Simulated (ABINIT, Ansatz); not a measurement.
## A GW run on LiBiB2O6 (R-3) in ABINIT, with inputs changed

A base run on LiBiB2O6 (R-3), then changed inputs.

Method: LDA and many-body steps on it, plane waves, in ABINIT 10.8.3.

## (1) Set-up

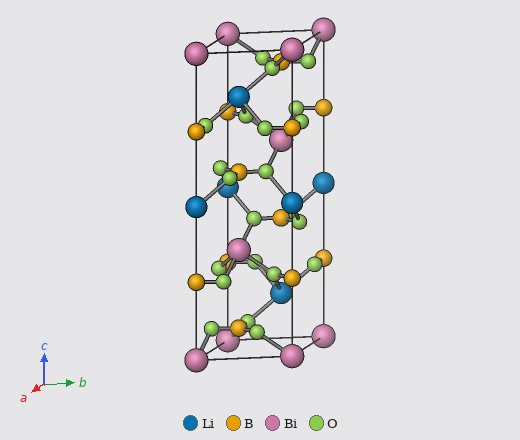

The cell as given, slightly off an axis (lithium blue, boron orange, bismuth pink, oxygen green). This picture shows the conventional cell, with its axes. Bonds to atoms that aren't drawn are left out. Some periodic images of atoms are drawn too.

The cell and positions are those that the Materials Project relaxed with its own functionals (PBE, PBE+U or r2SCAN), kept fixed. Spin-orbit coupling is left out unless a step names it.

## (2) Screening, 2×2×2 mesh, 105 bands, screening to 114.3 eV

This step: ABINIT 10.8.3; RPA screening on LDA, plane waves, norm-conserving pseudopotentials.

The RPA dielectric matrix is built and inverted for each q.

Contents of run.abi:

```
acell 3*1.0 Angstrom
rprim 
  2.439250647883 1.408302018200 5.224968345293
  -2.439250647883 1.408302018200 5.224968345293
  0.000000000000 -2.816604036329 5.224968345313
ntypat 4
znucl 3 5 83 8
natom 10
typat 1 2 2 3 4 4 4 4 4 4
xred 
  0.500000000000 0.500000000000 0.500000000000
  0.254532000000 0.254532000000 0.254532000000
  0.745468000000 0.745468000000 0.745468000000
  -0.000000000000 -0.000000000000 0.000000000000
  0.031291000000 0.463879000000 0.746058000000
  0.536121000000 0.253942000000 0.968709000000
  0.253942000000 0.968709000000 0.536121000000
  0.746058000000 0.031291000000 0.463879000000
  0.463879000000 0.746058000000 0.031291000000
  0.968709000000 0.536121000000 0.253942000000
pp_dirpath "pseudos"
pseudos "Li.upf, B.upf, Bi.upf, O.upf"
ecut 44
ngkpt 2 2 2
nshiftk 1
shiftk 0 0 0
kptopt 1
chksymbreak 0
istwfk *1
occopt 1
irdwfk 1
optdriver 3
nband 105
ecuteps 4.2
inclvkb 2
awtr 1
symchi 1
indata_prefix "in"
outdata_prefix "out"
tmpdata_prefix "tmp"
```

Run with:

```bash
> OMP_NUM_THREADS=1 mpirun -n 4 abinit run.abi > log
```

Log:

```text
.Version 10.8.3 of ABINIT. v10.8.2 released Aug 2026.

 Symmetries : space group R-3 (#148); Bravais hR (rhombohedral)
[... echo of the input left out ...]
== DATASET  1 ==================================================================
-   mpi_nproc: 4, omp_nthreads: 1 (-1 if OMP is not activated)

--- !DatasetInfo
iteration_state: {dtset: 1, }
dimensions: {natom: 10, nkpt: 4, mband: 105, nsppol: 1, nspinor: 1, nspden: 1, mpw: 10163, }
cutoff_energies: {ecut:  44.0, pawecutdg:  -1.0, }
electrons: {nelect:   6.80000000E+01, charge:   0.00000000E+00, occopt:   1.00000000E+00, tsmear:   1.00000000E-02, }

 SCREENING: Calculation of the susceptibility and dielectric matrices

 Based on a program developped by R.W. Godby, V. Olevano, G. Onida, and L. Reining.
 Incorporated in ABINIT by V. Olevano, G.-M. Rignanese, and M. Torrent.
.Using double precision arithmetic ; gwpc =  8

[... cell and pseudopotentials left out ...]
--------------------------------------------------------------------------------

 ==== K-mesh for the wavefunctions ====
 Number of points in the irreducible wedge :     4
[... list of points left out ...]
 Together with  6 symmetry operations and time-reversal symmetry
 yields     8 points in the full Brillouin Zone.

 ==== Q-mesh for the screening function ====
 Number of points in the irreducible wedge :     4
[... list of points left out ...]
 Together with  6 symmetry operations and time-reversal symmetry
 yields     8 points in the full Brillouin Zone.

 setmesh: FFT mesh size selected  =    45x   45x   45
          total number of points  =        91125

 vcoul_init : cutoff-mode = AUXILIARY_FUNCTION
 q-points for optical limit:   1
     1)      0.000010    0.000020    0.000030

- screening: taking advantage of time-reversal symmetry
- Maximum band index for partially occupied states nbvw = 34
- Remaining bands to be divided among processors   nbcw = 71
- Number of bands treated by each node ~17

 Number of electrons calculated from density =   68.0000; Expected =   68.0000
 average of density, n =  0.093568
 r_s =    1.3665
 omega_plasma =   29.5065 [eV]

 calculating chi0 at frequencies [eV] :
  1    0.000000E+00    0.000000E+00
  2    0.000000E+00    2.950653E+01

--------------------------------------------------------------------------------
  q-point number  1        q = ( 0.000000, 0.000000, 0.000000) [r.l.u.]
--------------------------------------------------------------------------------
[... chi0 elements left out ...]
 For q-point:  0.000010 0.000020 0.000030
  dielectric constant =   5.6223
  dielectric constant without local fields =   6.8230

  Average fulfillment of the sum rule on Im[epsilon] for q-point    1 :     42.09  [%]
[... wings left out ...]
  q-point number  2        q = ( 0.500000, 0.000000, 0.000000) [r.l.u.]
--------------------------------------------------------------------------------
[... chi0 elements left out ...]
  Average fulfillment of the sum rule on Im[epsilon] for q-point    2 :     49.55  [%]

 [... 2 further q-points ...]
```

Elapsed: 50 s, on 4 MPI ranks of AMD EPYC 9R14 (Zen 4), shared host; peak memory 2 GiB.

Numbers from this step:

```yaml
eps_infinity_with_local_fields_on_this_mesh_along_the_program_s_q_direction: 5.622
the_same_without_local_fields: 6.823
plasma_frequency: 29.51 eV
plane_waves_in_the_screening_matrix: 309
```

Local fields lower ε∞ by 18 %. On a Γ-centred mesh this coarse the value itself is usually too large, while a short band sum pulls it down.

## (3) Base

The self-energy is evaluated for the states that the input lists, and the levels follow from it, in one-shot runs by the linearised quasiparticle equation.

This step: G0W0 on LDA, plane waves, norm-conserving pseudopotentials.

run.abi, as its differences from that of step 2:

```diff
@@ -31,8 +31,19 @@
 irdwfk 1
-optdriver 3
+optdriver 4
 nband 105
+gwcalctyp 0
+ecutsigx 44
+symsigma 1
+nkptgw 3
+kptgw 
+  0.5000000000 0.5000000000 0.0000000000
+  0.5000000000 0.5000000000 0.5000000000
+  0.0000000000 0.0000000000 0.0000000000
+bdgw 
+  33 36
+  33 36
+  33 36
 ecuteps 4.2
-inclvkb 2
-awtr 1
-symchi 1
+irdscr 1
+ppmodel 1
 indata_prefix "in"
```

Log:

```text
.Version 10.8.3 of ABINIT. v10.8.2 released Aug 2026.

 Symmetries : space group R-3 (#148); Bravais hR (rhombohedral)
[... echo of the input left out ...]
== DATASET  1 ==================================================================
-   mpi_nproc: 4, omp_nthreads: 1 (-1 if OMP is not activated)

--- !DatasetInfo
iteration_state: {dtset: 1, }
dimensions: {natom: 10, nkpt: 4, mband: 105, nsppol: 1, nspinor: 1, nspden: 1, mpw: 10163, }
cutoff_energies: {ecut:  44.0, pawecutdg:  -1.0, }
electrons: {nelect:   6.80000000E+01, charge:   0.00000000E+00, occopt:   1.00000000E+00, tsmear:   1.00000000E-02, }

 SIGMA: Calculation of the GW corrections

 Based on a program developped by R.W. Godby, V. Olevano, G. Onida, and L. Reining.
 Incorporated in ABINIT by V. Olevano, G.-M. Rignanese, and M. Torrent.
.Using double precision arithmetic ; gwpc =  8

[... cell and pseudopotentials left out ...]
--------------------------------------------------------------------------------

 ==== K-mesh for the wavefunctions ====
 Number of points in the irreducible wedge :     4
[... list of points left out ...]
 Together with  6 symmetry operations and time-reversal symmetry
 yields     8 points in the full Brillouin Zone.

 ==== Q-mesh for screening function ====
 Number of points in the irreducible wedge :     4
[... list of points left out ...]
 Together with  6 symmetry operations and time-reversal symmetry
 yields     8 points in the full Brillouin Zone.

 vcoul_init : cutoff-mode = AUXILIARY_FUNCTION
 q-points for optical limit:   1
     1)      0.000010    0.000020    0.000030
 setmesh: FFT mesh size selected  =    72x   72x   72
          total number of points  =       373248

 Number of electrons calculated from density =   68.0000; Expected =   68.0000
 average of density, n =  0.093568
 r_s =    1.3665
 omega_plasma =   29.5065 [eV]

 === KS Band Gaps ===
  >>>> For spin  1
   Minimum direct gap =   1.4995 [eV], located at k-point      :   0.0000  0.0000  0.0000
   Fundamental gap    =   1.2916 [eV], Top of valence bands at :   0.5000  0.5000  0.0000
                                       Bottom of conduction at :   0.5000  0.5000  0.5000
 SIGMA fundamental parameters:
 PLASMON POLE MODEL  1
 number of plane-waves for SigmaX                10163
 number of plane-waves for SigmaC and W            309
 number of plane-waves for wavefunctions         10163
 number of bands                                   105
 number of independent spin polarizations            1
 number of spinorial components                      1
 number of k-points in IBZ                           4
 number of q-points in IBZ                           4
 number of symmetry operations                       6
 number of k-points in BZ                            8
 number of q-points in BZ                            8
 number of frequencies for dSigma/dE                 9
 frequency step for dSigma/dE [eV]                0.25
 number of omega for Sigma on real axis              0
 max omega for Sigma on real axis  [eV]           0.00
 zcut for avoiding poles [eV]                     0.10

 EPSILON^-1 parameters (SCR file):
 dimension of the eps^-1 matrix on file            309
 dimension of the eps^-1 matrix used               309
 number of plane-waves for wavefunctions         10163
 number of bands                                   105
 number of q-points in IBZ                           4
 number of frequencies                               2
 number of real frequencies                          1
 number of imag frequencies                          1

 matrix elements of self-energy operator (all in [eV])

 Perturbative Calculation

--- !SelfEnergy_ee
iteration_state: {dtset: 1, }
kpoint     : [   0.500,    0.500,    0.000, ]
spin       : 1
KS_gap     :    1.818
QP_gap     :    3.390
Delta_QP_KS:    1.572
data: !SigmaeeData |
     Band     E0 <VxcDFT>   SigX SigC(E0)      Z dSigC/dE  Sig(E)    E-E0       E
       33   2.229 -19.604 -24.516   5.236   0.767  -0.305 -19.356   0.249   2.478
       34   2.567 -19.937 -24.553   5.047   0.766  -0.306 -19.607   0.331   2.898
       35   4.385 -19.986 -16.851  -0.743   0.795  -0.258 -18.084   1.902   6.287
       36   9.033 -14.438  -8.929  -3.289   0.829  -0.207 -12.599   1.839  10.872

--- !SelfEnergy_ee
iteration_state: {dtset: 1, }
kpoint     : [   0.500,    0.500,    0.500, ]
spin       : 1
KS_gap     :    1.840
QP_gap     :    3.407
Delta_QP_KS:    1.566
data: !SigmaeeData |
     Band     E0 <VxcDFT>   SigX SigC(E0)      Z dSigC/dE  Sig(E)    E-E0       E
       33   2.018 -19.469 -24.671   5.448   0.766  -0.305 -19.281   0.188   2.207
       34   2.018 -19.469 -24.671   5.448   0.766  -0.305 -19.281   0.188   2.207
[...]
--- !SelfEnergy_ee
iteration_state: {dtset: 1, }
kpoint     : [   0.000,    0.000,    0.000, ]
spin       : 1
KS_gap     :    1.500
QP_gap     :    2.992
Delta_QP_KS:    1.492
data: !SigmaeeData |
     Band     E0 <VxcDFT>   SigX SigC(E0)      Z dSigC/dE  Sig(E)    E-E0       E
[...]
34   2.404 -19.838 -25.008   5.484   0.765  -0.307 -19.598   0.241   2.644
       35   3.903 -19.159 -16.350  -0.621   0.792  -0.262 -17.426   1.733   5.636
       36   9.212 -12.692  -6.839  -3.701   0.818  -0.222 -10.932   1.760  10.972

== END DATASET(S) ==============================================================
================================================================================

 -outvars: echo values of variables after computation  --------
           etotal      0.0000000000E+00
            nband         105
             nkpt           4
          spgroup         148
 [... the other variables as echoed above ...]

 Calculation completed.
```

The job ended after 15 s (4 MPI ranks; peak memory 1.8 GiB; 60 s of CPU time).

This step gave:

- G0W0 gap on the points computed: 2.715 eV
- starting gap on the mesh: 1.292 eV
- k of the valence top: 0.5, 0.5, 0
- k of the conduction bottom: 0.5, 0.5, 0.5
- Z at the valence top: 0.766
- Z at the conduction bottom: 0.794
- least direct G0W0 gap on the computed points: 2.992 eV

The gap on the mesh goes from 1.29 eV to 2.72 eV, a correction of +1.42 eV.

## (4) Broadening of the poles

run.abi, as its differences from that of step 3:

```diff
@@ -48,2 +48,3 @@
 ppmodel 1
+zcut 0.5 eV
 indata_prefix "in"
```

Log:

```text
.Version 10.8.3 of ABINIT. v10.8.2 released Aug 2026.

 Symmetries : space group R-3 (#148); Bravais hR (rhombohedral)
[... echo of the input left out ...]
== DATASET  1 ==================================================================
-   mpi_nproc: 4, omp_nthreads: 1 (-1 if OMP is not activated)

--- !DatasetInfo
iteration_state: {dtset: 1, }
dimensions: {natom: 10, nkpt: 4, mband: 105, nsppol: 1, nspinor: 1, nspden: 1, mpw: 10163, }
cutoff_energies: {ecut:  44.0, pawecutdg:  -1.0, }
electrons: {nelect:   6.80000000E+01, charge:   0.00000000E+00, occopt:   1.00000000E+00, tsmear:   1.00000000E-02, }

 SIGMA: Calculation of the GW corrections

 Based on a program developped by R.W. Godby, V. Olevano, G. Onida, and L. Reining.
 Incorporated in ABINIT by V. Olevano, G.-M. Rignanese, and M. Torrent.
.Using double precision arithmetic ; gwpc =  8

[... cell and pseudopotentials left out ...]
--------------------------------------------------------------------------------

 ==== K-mesh for the wavefunctions ====
 Number of points in the irreducible wedge :     4
[... list of points left out ...]
 Together with  6 symmetry operations and time-reversal symmetry
 yields     8 points in the full Brillouin Zone.

 ==== Q-mesh for screening function ====
 Number of points in the irreducible wedge :     4
[... list of points left out ...]
 Together with  6 symmetry operations and time-reversal symmetry
 yields     8 points in the full Brillouin Zone.

 vcoul_init : cutoff-mode = AUXILIARY_FUNCTION
 q-points for optical limit:   1
     1)      0.000010    0.000020    0.000030
 setmesh: FFT mesh size selected  =    72x   72x   72
          total number of points  =       373248

 Number of electrons calculated from density =   68.0000; Expected =   68.0000
[...]
number of plane-waves for wavefunctions         10163
 number of bands                                   105
 number of q-points in IBZ                           4
 number of frequencies                               2
 number of real frequencies                          1
 number of imag frequencies                          1

 matrix elements of self-energy operator (all in [eV])

 Perturbative Calculation

--- !SelfEnergy_ee
iteration_state: {dtset: 1, }
kpoint     : [   0.500,    0.500,    0.000, ]
spin       : 1
KS_gap     :    1.818
QP_gap     :    3.388
Delta_QP_KS:    1.570
data: !SigmaeeData |
     Band     E0 <VxcDFT>   SigX SigC(E0)      Z dSigC/dE  Sig(E)    E-E0       E
       33   2.229 -19.604 -24.516   5.236   0.767  -0.304 -19.355   0.249   2.478
       34   2.567 -19.937 -24.553   5.047   0.766  -0.306 -19.607   0.331   2.898
       35   4.385 -19.986 -16.851  -0.743   0.794  -0.259 -18.086   1.900   6.285
[...]
--- !SelfEnergy_ee
iteration_state: {dtset: 1, }
kpoint     : [   0.500,    0.500,    0.500, ]
spin       : 1
KS_gap     :    1.840
QP_gap     :    3.407
Delta_QP_KS:    1.566
data: !SigmaeeData |
     Band     E0 <VxcDFT>   SigX SigC(E0)      Z dSigC/dE  Sig(E)    E-E0       E
[...]
--- !SelfEnergy_ee
iteration_state: {dtset: 1, }
kpoint     : [   0.000,    0.000,    0.000, ]
spin       : 1
KS_gap     :    1.500
QP_gap     :    2.992
Delta_QP_KS:    1.492
data: !SigmaeeData |
     Band     E0 <VxcDFT>   SigX SigC(E0)      Z dSigC/dE  Sig(E)    E-E0       E
[...]
35   3.903 -19.159 -16.350  -0.621   0.792  -0.262 -17.426   1.733   5.636
       36   9.212 -12.692  -6.839  -3.702   0.819  -0.221 -10.931   1.760  10.972

== END DATASET(S) ==============================================================
================================================================================

 -outvars: echo values of variables after computation  --------
           etotal      0.0000000000E+00
            nband         105
             nkpt           4
          spgroup         148
 [... the other variables as echoed above ...]

 Calculation completed.
```

Run time: 16 s. Hardware: 4 MPI ranks; peak memory 1.8 GiB; 62 s of CPU time.

This step gave:

```
G0W0 gap on the points computed              : 2.715 eV
starting gap on the mesh                     : 1.292 eV
k of the valence top                         : 0.5, 0.5, 0
k of the conduction bottom                   : 0.5, 0.5, 0.5
Z at the valence top                         : 0.766
Z at the conduction bottom                   : 0.794
least direct G0W0 gap on the computed points : 2.992 eV
```

Against G0W0 in ABINIT (2×2×2 mesh, 105 bands, screening to 114.3 eV, Godby-Needs plasmon pole), the gap moves by +0.000 eV.

(Part 1 of 2 ends here.)

[Paths, hosts, dates, memory and timing lines, banners, echoed tables and standing remarks are left out of the program output.]

[Logs are printed without paths, hosts, clocks, repeated set-up lines and the standing remarks that a program may print on its own settings, such as how far it seeks lower states.]

[Runs of the session that timed out or met a known fault of the program may be left out.]

[Hosts, paths, dates, database ids (printed as entryN), source tags and the programs' standing remarks are cut or masked in the printed files.]

[G0W0 gaps are taken among the corrected bands and points alone; a level outside them can change the order at an edge.]

[Where Ansatz stands beside ABINIT at settings called matched, ABINIT's density can come from a denser mesh and the files from another edition; pairs whose starting gaps differed by over 0.03 eV were left out, so agreement reads better than it is.]
